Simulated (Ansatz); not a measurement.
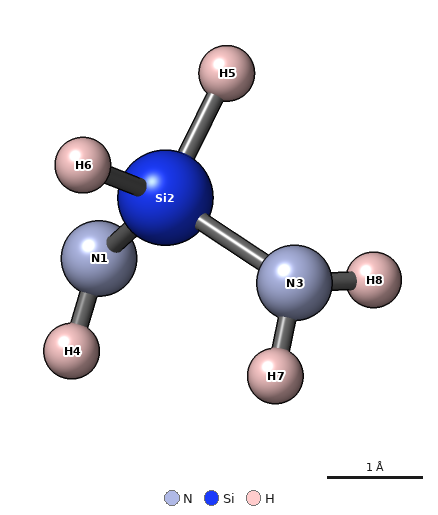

SiN2H5 (charge −1), before the relaxation. A ball-and-stick model, seen at a tilt.

The run prepares an end point of a later path (torsion) calculation, from a guessed geometry.

Computed with RKS PBE/def2-SVP in Ansatz 0.2.0.

The input:
```yaml
crystal:
  periodic: [false, false, false]
  atoms:
    - { symbol: "N", position_ang: [-1.25667, 0.41619, -1.27387] }
    - { symbol: Si, position_ang: [0.08925, 0.48935, -0.32804] }
    - { symbol: "N", position_ang: [0.60322, -0.99954, 0.53611] }
    - { symbol: H, position_ang: [-2.09049, 0.0244, -0.83926] }
    - { symbol: H, position_ang: [1.29861, 0.78837, -1.14795] }
    - { symbol: H, position_ang: [0.18593, 1.54582, 0.80087] }
    - { symbol: H, position_ang: [-0.14208, -1.44584, 1.05846] }
    - { symbol: H, position_ang: [0.96393, -1.69406, -0.1073] }
total_charge: -1
basis:
  gaussian: { orbitals: def2-SVP }
hamiltonian:
  xc: pbe
relax:
  f_tol: 0.015
  max_steps: 40
```

Launched with:
```bash
ansatz run input.yaml --threads 1 --pin off --max-ram 2048MiB --backend cpu --events-out ev --progress --plain --runs-dir out
```

Q: Where does the relaxation end?

A: After 11 accepted moves (14 points after the start) the energy has fallen by 0.177 eV. The largest force component goes from 1.1 to 0.0077 eV/Å. The line search rejected the trial steps at points 3, 5, 12 of the run. The atom that moves furthest after the best rigid fit is H7 (0.36 Å). Largest moves by element: H 0.36 Å, N 0.16 Å, Si 0.05 Å. Among the contacts that change: Si2–N3 1.797 → 1.847 Å, Si2–H5 1.491 → 1.531 Å, N1–Si2 1.647 → 1.679 Å, N3–H7 1.014 → 1.034 Å. Among the angles between lasting bonds that change: Si2–N3–H7 113.7° → 107.2°, N3–Si2–H6 101.3° → 95.5°, Si2–N1–H4 116.2° → 110.6°. Groups turn about Si2–N3 by about 30°.

Step by step:

```
step  E − E(0), eV  largest force component, eV/Å      note
   0        0.0000                         1.0737          
   1       -0.1125                         0.5865          
   2       -0.1321                         1.1727          
   3       -0.1276                         0.5415  rejected
   4       -0.1680                         0.1757          
   5       -0.1249                         0.7013  rejected
   6       -0.1715                         0.0287          
   7       -0.1737                         0.0274          
   8       -0.1749                         0.1039          
   9       -0.1758                         0.0881          
  10       -0.1762                         0.0262          
  11       -0.1764                         0.0222          
  12       -0.1731                         0.2548  rejected
  13       -0.1765                         0.0063          
  14       -0.1765                         0.0077
```

The structure at the end:

```xyz
8

N    -1.2250    0.3543   -1.4148
Si    0.0814    0.4522   -0.3647
N     0.7579   -1.0286    0.5067
H    -2.0945    0.1288   -0.8947
H     1.3083    0.9312   -1.1445
H     0.0661    1.3759    0.9008
H     0.0936   -1.2679    1.2625
H     0.6639   -1.8212   -0.1522
```

The end point in the same view:

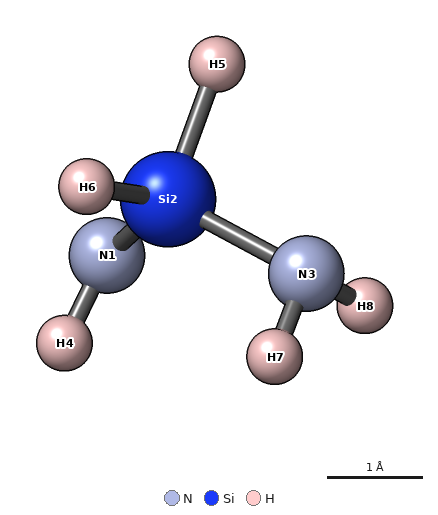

Limits of the set-up: the basis has no diffuse functions, which an anion needs.
